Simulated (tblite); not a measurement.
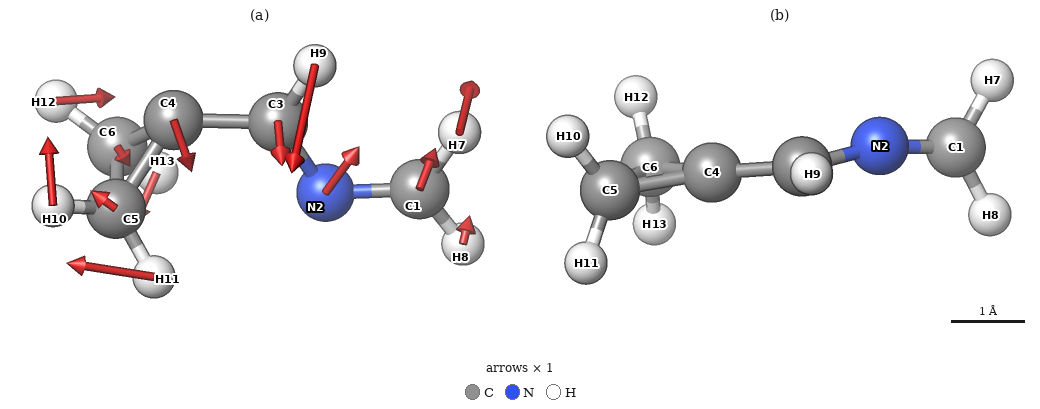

The structure of C$_{5}$H$_{7}$N (charge +1, multiplicity 2) before (left) and after (right) a relaxation, at one scale. The red arrows give the displacements, at their true length.

A ball-and-stick model, seen at a tilt.

Computed with GFN2-xTB geometry optimisation, gas phase in tblite 0.8.0. 

Question: What changed between the two?

Answer: The energy falls by 2.389 eV in 92 geometry steps. The atom that moves furthest after the best rigid fit is H9 (1.80 Å). By element the largest moves are H 1.80 Å, N 0.91 Å, C 0.78 Å. Among the contacts that change: C3–C4 1.444 → 1.365 Å, C1–N2 1.302 → 1.228 Å, N2–C3 1.355 → 1.294 Å, C4–C5 1.464 → 1.446 Å. Bond angles that change, for instance: C1–N2–C3 115.4° → 166.4°, C3–C4–C6 122.9° → 149.3°, C3–C4–C5 121.7° → 147.2°. The run took 0.33 s on 1 thread of Arm Neoverse V2, on a shared host.
